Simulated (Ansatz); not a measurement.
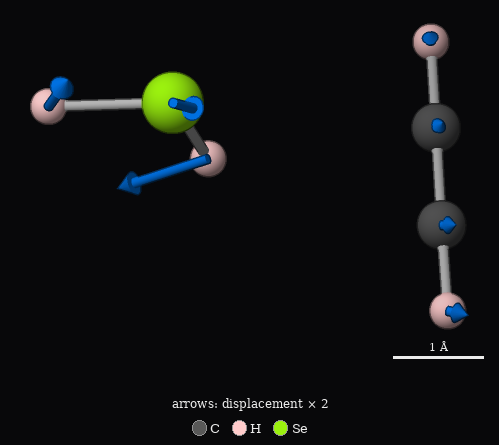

This is a relaxation of C₂H₄Se (coarse preliminary run). The starting structure is drawn; blue arrows show the displacements, magnified 2 times. The two geometries are superimposed by the best rigid fit.

The picture is a ball-and-stick view, seen at a tilt.

These are results of Ansatz 0.2.0, RKS PBE-D4/def2-SVP, not measurements.

Input
```yaml
crystal:
  periodic: [false, false, false]
  atoms:
    - {symbol: C, position_ang: [-0.486100, -0.694600, -1.477000]}
    - {symbol: C, position_ang: [0.246300, 0.236800, -1.629900]}
    - {symbol: H, position_ang: [-1.132100, -1.514300, -1.358400]}
    - {symbol: H, position_ang: [0.896700, 1.051900, -1.757100]}
    - {symbol: Se, position_ang: [0.659100, -0.128600, 2.051500]}
    - {symbol: H, position_ang: [-0.293900, 0.340700, 1.086800]}
    - {symbol: H, position_ang: [0.109900, 0.708000, 3.083900]}
basis:
  gaussian: {orbitals: def2-SVP}
hamiltonian: {xc: pbe, dispersion: d4}
relax: {f_tol: 0.03, max_steps: 250}
```

Run as
```bash
ansatz run in.yaml --threads 4 --pin off --events-out ev --progress --plain --max-ram 9574MiB
```

Atoms of which element are displaced furthest, and by how much?

Answer. Hydrogen: up to 0.63 Å, against 0.35 Å for selenium.

What happened in the run?

Answer. The atom that moves furthest after the best rigid fit is H6 (0.63 Å). By element the largest moves are H 0.63 Å, Se 0.35 Å, C 0.11 Å. Some distances before and after: Se5–H7 1.438 → 1.489 Å, Se5–H6 1.435 → 1.482 Å, C1–H3 1.050 → 1.082 Å, C1–C2 1.195 → 1.221 Å. After 13 accepted moves (15 points after the start) the energy has fallen by 0.142 eV. The largest force component goes from 1.2 to 0.0077 eV/Å. The line search rejected the trial steps at points 6, 8 of the run. The forces were under the threshold at step 4, but the run went on from there.

Limits of the set-up: the start holds two separate molecules, 2.8 Å apart at their closest, whose relative position is a soft coordinate.
